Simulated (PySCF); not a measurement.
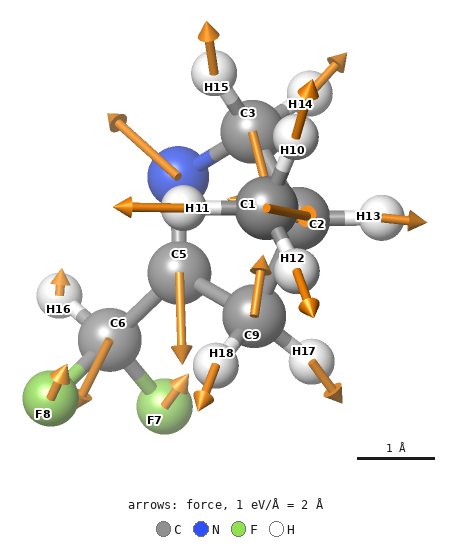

Starting geometry of C₆H₉F₂N with the computed forces as orange arrows. The picture is a ball-and-stick view, seen from a free direction.

The start comes from GFN2-xTB.

Level of theory: PBE0-D3(BJ)/def2-SVP geometry optimisation, gas phase in PySCF 2.14.0, density-fitted response routines. 

Question: Is this structure relaxed? If not, where do the atoms go?

Answer: It isn't relaxed: the largest force vector, on the N atom, is 0.78 eV/Å. The final displacements have little in common with the starting forces (cosine between the two patterns 0.03). The largest move after the best rigid fit is that of an H atom, 0.38 Å. By element the largest moves are H 0.38 Å, F 0.23 Å, C 0.19 Å, N 0.08 Å. Some distances before and after: C–N 1.439 → 1.456 Å, C–H 1.092 → 1.104 Å, C–N 1.261 → 1.270 Å, C–C 1.554 → 1.546 Å. Over 18 geometry steps the energy falls by 1.45 kcal/mol.
